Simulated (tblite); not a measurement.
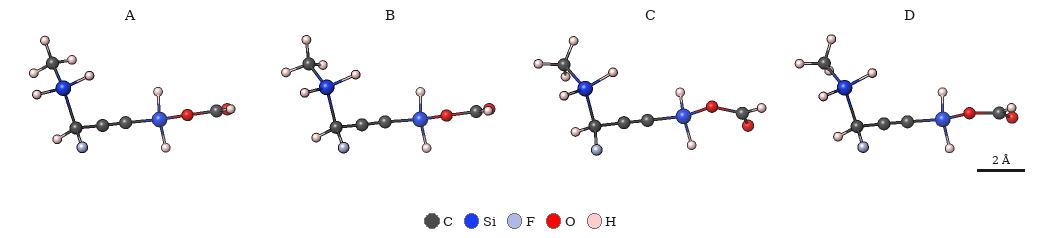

4 geometries from one relaxation of C5H9FO2Si2, in shuffled order. A ball-and-stick model, seen at a tilt.

The calculation used tblite, GFN2-xTB geometry optimisation, gas phase. 

Q: Order the frames from highest to lowest energy.

A: C, D, B, A. They are steps 0, 46, 84, 165, at +80.2 kJ/mol, +4.73 kJ/mol, +1.45 kJ/mol relative to the last. The energy falls by 80.2 kJ/mol in 165 geometry steps. An H atom moves most after the best rigid fit: 1.36 Å. Largest moves by element: H 1.36 Å, O 0.72 Å, F 0.45 Å, C 0.41 Å, Si 0.25 Å. Among the contacts that change: C–Si 1.865 → 1.941 Å, O–Si 1.753 → 1.679 Å, C–O 1.375 → 1.305 Å, C–O 1.261 → 1.195 Å. Bond angles that change, for instance: O–C–H 124.0° → 110.9°, O–C–O 117.6° → 125.8°, H–Si–H 107.7° → 114.0°. Groups turn about C–Si by about 50°, O–Si by about 25°, C–Si by about 25°. Cost: 1.7 s on 1 thread of Arm Neoverse V1, on a shared host.
